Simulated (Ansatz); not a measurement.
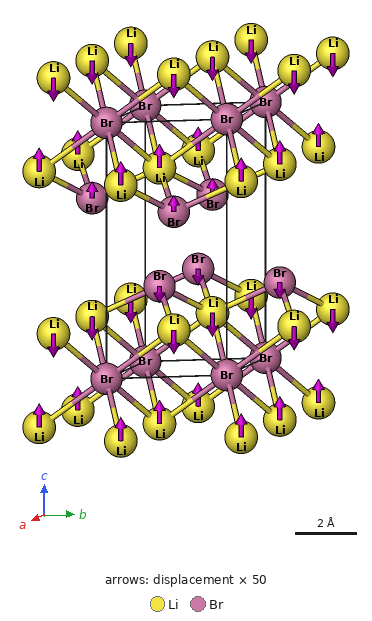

This is a relaxation of crystalline Li2Br3 (built on the A-type sesquioxide_164 type). The starting structure is drawn; purple arrows show the displacements (the part carried along by the change of the cell is left out), 50 times their true length.

Style: ball-and-stick. Shown: the cell of the calculation, slightly off an axis.

Case: A-type sesquioxide type (P-3m1, No. 164).

These are results of DFT PBE, scalar-relativistic, plane waves, PAW (Ansatz), not measurements.

Input
```yaml
crystal:
  lattice:
    - [4.0309129176, 0.0, 0.0]
    - [-2.0154564588, 3.4908729871, 0.0]
    - [0.0, 0.0, 8.4882133403]
  atoms:
    - { symbol: Li, position: [0.3333333333, 0.6666666667, 0.2026937465] }
    - { symbol: Li, position: [0.6666666667, 0.3333333333, 0.7973062535] }
    - { symbol: Br, position: [0.0, 0.0, 0.0] }
    - { symbol: Br, position: [0.3333333333, 0.6666666667, 0.6653906569] }
    - { symbol: Br, position: [0.6666666667, 0.3333333333, 0.3346093431] }
basis:
  ecutwfc: 420
kpoints:
  mp_grid: { grid: [12, 12, 6] }
hamiltonian:
  xc: pbe
scf:
  occupations: { method: gaussian, width: 0.1 }
output:
  forces: true
  stress: true
  eigenvalues: true
relax:
  adjacent_minimum: "off"
  f_tol: 0.01
  max_steps: 80
  cell: { stress_tol: 0.05 }
```

Command:
```bash
ansatz run input.yaml --threads 1 --pin off --max-ram 2560MiB --backend cpu --events-out ev --progress --plain --runs-dir out
```

**Atoms of which element are displaced furthest, and by how much?**

Lithium: up to 0.016 Å, against 0.011 Å for bromine.

**What did the optimiser do to the structure, and how much energy did it gain?**

After 3 accepted moves (5 points after the start) the energy has fallen by 0.7 meV per cell of the calculation. Largest force component: 0.018 eV/Å at the start, 0.00049 eV/Å at the end. The pressure goes from 0.13 to 0.00 GPa. The line search rejected the trial step at point 1 of the run. The SCF was repeated once at an unchanged geometry on a basis and grid sized afresh for the cell, which shifted the energy by less than 0.05 meV per cell of the calculation at most. The largest moves relative to the cell, 0.016 Å, are those of Li1 and Li2. Li1 goes along −c. Largest moves by element: Li 0.016 Å, Br 0.011 Å. The drawn cell changes as follows: a = b 4.031 → 4.035 Å (+0.1 %), c 8.488 → 8.534 Å (+0.5 %); the volume changes by +0.7 %. Among the contacts that change: Li1–Br5 2.583 → 2.589 Å. The space group stays P-3m1 (No. 164).

Limits of the set-up: an odd number of electrons was run without spin polarisation, which fails if the electron would localise.
